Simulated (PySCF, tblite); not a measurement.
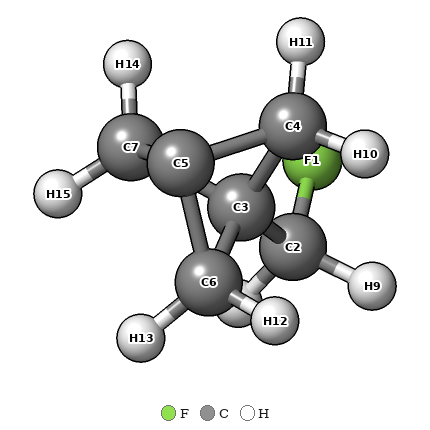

First-order isotropic EPR spectrum (fast tumbling, first derivative) of C₆H₈F, SMILES FCC12C[C](C1)C2, doublet at 9.50 GHz, Lorentzian lines of 0.10 mT full width at half height, from computed g and hyperfine couplings (B3LYP/pcH-1 with PySCF 2.14.0, at a GFN2-xTB geometry (a minimum by its frequencies), gas phase); values of one conformer, averaged over methyl-type rotors alone; other conformers aren't averaged in; no vibrational averaging; dilute isotopes left out. The SMILES is one Lewis form and needn't show where the spin sits.

Question: Give g and the hyperfine couplings.

Answer: g_iso = 2.0026, which centres the spectrum at 338.9 mT; it spans 0.8 mT.

```csv
nuclei,isotope,a (mT),a (MHz)
"H8, H9",¹H,−0.11,−3.0
"H10, H11, H12, H13, H14, H15",¹H,−0.09,−2.6
```

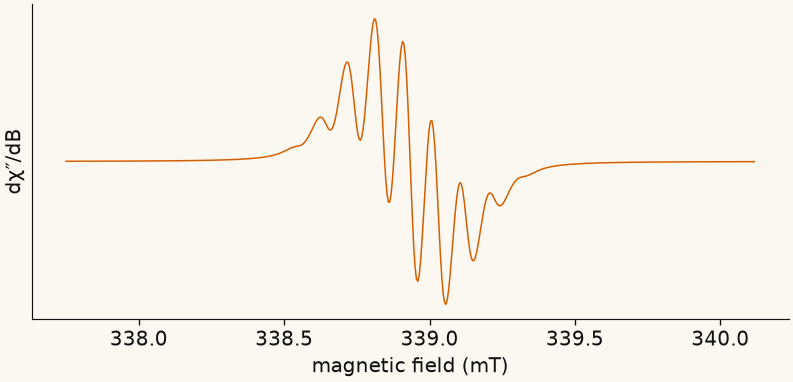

Caveats: the tight-binding geometry is rougher than a DFT one and adds to the error.
